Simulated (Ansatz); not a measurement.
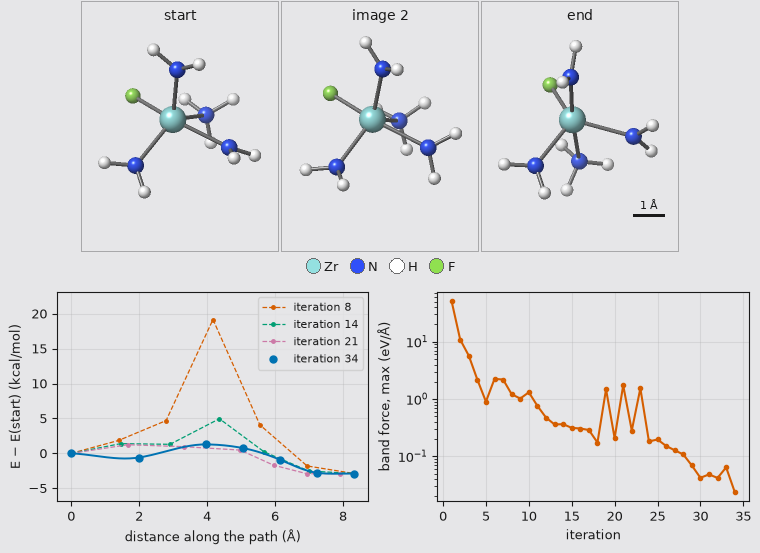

A nudged-elastic-band calculation for ZrN4H9F. Images are numbered from 0 (start) to 6 (end). The plot follows the band through its iterations. The picture is a ball-and-stick view, seen from a free direction.

Theory: RKS PBE/def2-SVP in Ansatz. Settings: 5 movable images; climbing image; force threshold 0.03 eV/Å; iteration limit 60; starting path through a guess of the saddle point.

**Did the band converge, and can the barrier be trusted?**

The run is converged, with reservations. The band converged in 34 iterations. The largest component of the band force went from 51 to 0.024 eV/Å. The climbing image converged on the top of the path. Its vibrational analysis gives one imaginary mode (39i cm⁻¹), as a transition state must have. The first iteration put the highest image at 267.55 kcal/mol. Relative to the start the highest point is image 2 at +1.28 kcal/mol and the end lies at −2.89 kcal/mol, but the profile dips to −0.60 kcal/mol at image 1 on the way, so there is an intermediate minimum on the way.

Cost: 6.5 min on 4 threads of Arm Neoverse V2, on a shared host, peak memory 0.22 GiB.
